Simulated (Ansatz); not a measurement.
## Single-point calculation, with input and output: HfH4SO3

The run: single-point calculation of HfH4SO3, SMILES [OH][Hf]([OH])([OH])[SH]. Method and program: RKS PBE-D4/def2-TZVPP (Ansatz 0.2.0).

The geometry comes from this level: PBE0-D4/def2-TZVP. Figures and captions count atoms from 1; the log counts them from 0 in places.

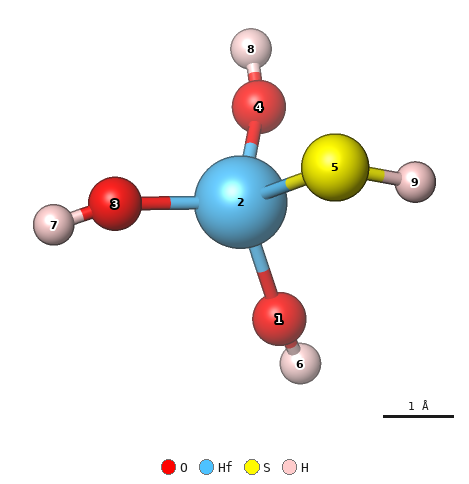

Figure 1. The input geometry (ball-and-stick view, seen on its broad side; atoms are numbered from 1 in the order of the input). Sticks mark near contacts.

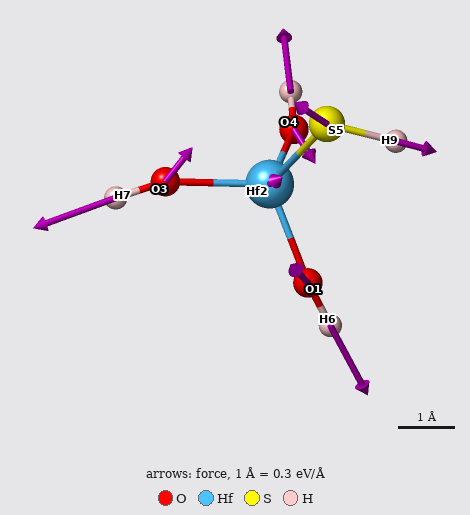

Figure 2. Forces on the atoms as pink arrows (ball-and-stick view, seen at a tilt; atoms are numbered from 1 in the order of the input). The largest act on H6, H7, H8 (0.48 eV/Å); S5 (0.28 eV/Å); H9 (0.24 eV/Å); all 3 O atoms (0.24 eV/Å). The geometry is not a stationary point of this energy.

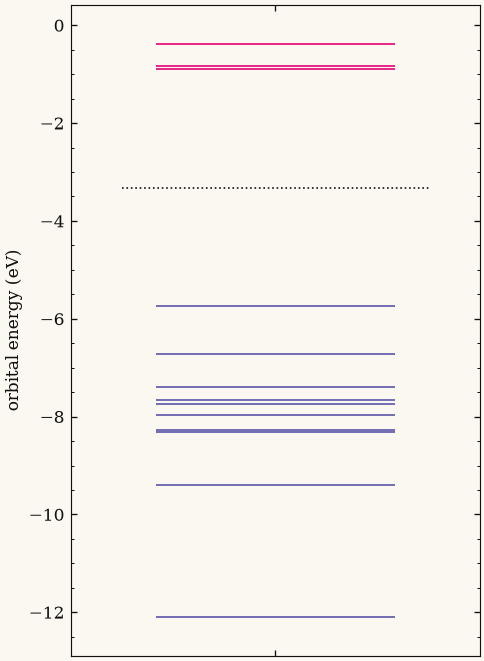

Figure 3. Orbital energies near the frontier; the dotted line parts filled from empty levels, and levels within 0.02 eV of each other stand side by side. Highest filled −5.74 eV, lowest empty −0.90 eV, 4.84 eV apart.

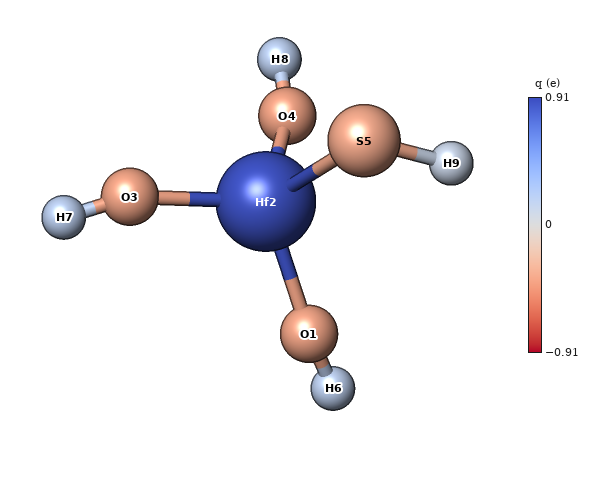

Figure 4. Mulliken charges, as the colour of each atom (ball-and-stick view, seen at a tilt; atoms are numbered from 1 in the order of the input; Mulliken charges depend strongly on the basis). By element: O −0.39 to −0.38, Hf +0.87, S −0.36 and H +0.10 to +0.18 e.

These pictures come from the run below.

Input file
```yaml
crystal:
  periodic: [false, false, false]
  atoms:
    - {symbol: O, position_ang: [-1.260729, 1.366142, 0.202506]}
    - {symbol: Hf, position_ang: [0.106206, 0.047217, -0.080194]}
    - {symbol: O, position_ang: [1.572768, 0.700900, -1.126353]}
    - {symbol: O, position_ang: [-0.692370, -1.504948, -0.883896]}
    - {symbol: S, position_ang: [1.113512, -0.562580, 2.099787]}
    - {symbol: H, position_ang: [-2.109219, 1.795272, 0.174263]}
    - {symbol: H, position_ang: [2.104690, 1.278289, -1.664176]}
    - {symbol: H, position_ang: [-0.744788, -2.318297, -1.374674]}
    - {symbol: H, position_ang: [-0.090059, -0.802004, 2.652739]}
basis:
  gaussian: {orbitals: def2-TZVPP}
hamiltonian: {xc: pbe, dispersion: d4}
output: {forces: true, orbitals: {seedname: orbitals}}
```

Launched with:
```bash
ansatz run in.yaml --threads 4 --pin off --events-out ev --progress --plain --max-ram 10444MiB
```

The program's output
```
Functional definition: PBE
  name "PBE"
  cite "Perdew, Burke & Ernzerhof, Phys. Rev. Lett. 77, 3865 (1996) doi:10.1103/PhysRevLett.77.3865"
  parent pbe
  parameter kappa = 0.804
  parameter beta = 0.06672455060314922
  exchange = pbe_x(kappa = kappa, mu = beta*pi^2/3)
  correlation = pbe_c(beta = beta)
1331 factors; their error is unknown
mean field evaluation 1: about -18326.5082 eV, gradient 1.2e2 eV
mean field evaluation 2: about -18118.7671 eV, gradient 3.1e2 eV
mean field evaluation 4: about -18347.0463 eV, gradient 2.2e1 eV
mean field evaluation 8: about -18348.1947 eV, gradient 4.2e-1 eV
mean field evaluation 16: about -18348.1850 eV, gradient 2.5e-3 eV
mean field -18348.18502747 eV, -674.2833629130 hartree, gradient 2.6e-5 eV, S^2 0.000000; 0 other end points of the search recorded, 0 dependent functions left out
the calculation of the forces begins
reference -18348.18507290 eV, -674.2833645826 hartree; 28, 28 occupied and 219, 219 virtual orbitals, 1331 factors
Total energy: -18348.36576613 eV, -674.2900049361 hartree
Atom 0 at    -1.260729     1.366142     0.202506 Å, force     0.225018     0.005486     0.078078 eV/Å
Atom 1 at     0.106206     0.047217    -0.080194 Å, force     0.023041    -0.028485     0.111656 eV/Å
Atom 2 at     1.572768     0.700900    -1.126353 Å, force    -0.001671    -0.207249     0.121636 eV/Å
Atom 3 at    -0.692370    -1.504948    -0.883896 Å, force    -0.113367     0.158722     0.132331 eV/Å
Atom 4 at     1.113512    -0.562580     2.099787 Å, force     0.280824     0.012736     0.013567 eV/Å
Atom 5 at    -2.109219     1.795272     0.174263 Å, force    -0.432496     0.204048    -0.025317 eV/Å
Atom 6 at     2.104690     1.278289    -1.664176 Å, force     0.253108     0.301947    -0.276147 eV/Å
Atom 7 at    -0.744788    -2.318297    -1.374674 Å, force    -0.015656    -0.404799    -0.252854 eV/Å
Atom 8 at    -0.090059    -0.802004     2.652739 Å, force    -0.218801    -0.042406     0.097051 eV/Å
Dipole moment:    -0.347418     0.134227    -0.570964 e Å
```

Summary

- outcome: converged
- total energy: −18348.3658 eV
- mean-field energy: −18348.1851 eV
- dispersion energy: −0.1807 eV
- SCF solution under orbital rotations: stable
- HOMO: −5.74 eV
- LUMO: −0.90 eV
- largest force (length of the vector): 0.481 eV/Å
- dipole moment: 3.27 D
- hardware: 4 threads of Arm Neoverse V1, 23 GiB of memory available, shared host
- wall time: 3.6 s (CPU time 12 s)
- peak memory: 0.32 GiB
